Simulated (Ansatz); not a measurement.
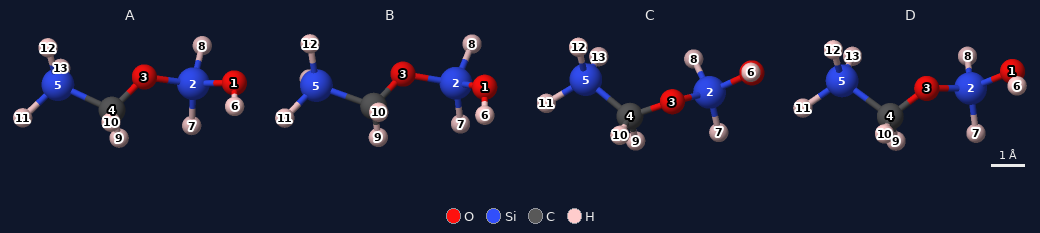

4 geometries from one relaxation of CH8O2Si2, in shuffled order. Style: ball-and-stick. Shown at a tilt.

The run prepares an end point of a later path (hydrogen shift) calculation, from a guessed geometry.

Method: Ansatz, RKS B3LYP/cc-pVDZ. Set-up: no spin polarisation; force threshold 0.02 eV/Å; at most 50 steps.

### Order the frames from highest to lowest energy.

C, D, A, B. They are steps 0, 6, 21, 33, at +46.7 kJ/mol, +4.42 kJ/mol, +2.84 kJ/mol relative to the last. The largest move after the best rigid fit is that of H6, 1.35 Å. Largest moves by element: H 1.35 Å, O 1.33 Å, C 0.37 Å, Si 0.35 Å. Near-neighbour distances that change, for instance: C4–Si5 1.846 → 1.911 Å, O1–Si2 1.627 → 1.684 Å, Si2–H7 1.447 → 1.500 Å, C4–H10 1.058 → 1.108 Å. Bond angles that change, for instance: O3–C4–Si5 123.4° → 107.8°, O3–C4–H9 103.5° → 111.5°, O1–Si2–O3 107.9° → 113.8°. Groups turn about Si2–O3 by about 110°, O3–C4 by about 80°, O1–Si2 by about 75°. Over 28 accepted moves (33 points after the start) the energy falls by 46.7 kJ/mol. The largest force component goes from 3.4 to 0.02 eV/Å. The line search rejected the trial steps at points 7, 17, 18, 24, 25 of the run. The run took 2.5 min on 2 threads of Intel(R) Xeon(R) Platinum 8259CL CPU @ 2.50GHz (Skylake/Cascade Lake), on a shared host, peak memory 0.31 GiB.
